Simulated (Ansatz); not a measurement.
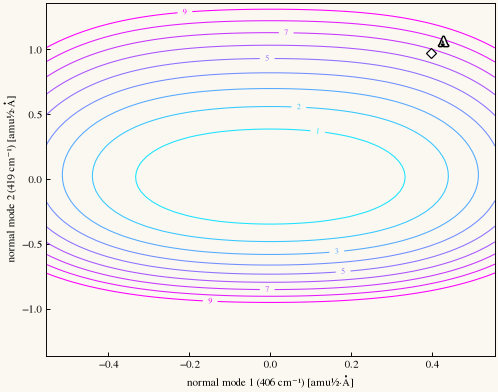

GaH₃S, SMILES [SH][GaH2]. The first coordinate is: normal mode 1 (406 cm⁻¹); the second: normal mode 2 (419 cm⁻¹). Nothing is relaxed (straight displacements along the two mass-weighted modes). The scan uses a 15 × 15 grid; 120 points were computed and 105 follow by symmetry. Points are written as (first, second). All energies are given in kcal/mol relative to the relaxed molecule at the same level. All numbers below come from RHF-MP2, frozen core/def2-TZVP (Ansatz 0.2.0).

The picture shows contour lines labelled in kcal/mol (none above 9), the point A. Between grid points the surface is interpolated.

### Is A at rest? If not, where is it pushed?

A, at (0.396 amu½·Å, 0.973 amu½·Å), is not a stationary point. The computed force is 8.6 kcal/mol for each amu½·Å towards smaller values of normal mode 1 (406 cm⁻¹) and 9.5 kcal/mol for each amu½·Å towards smaller values of normal mode 2 (419 cm⁻¹).
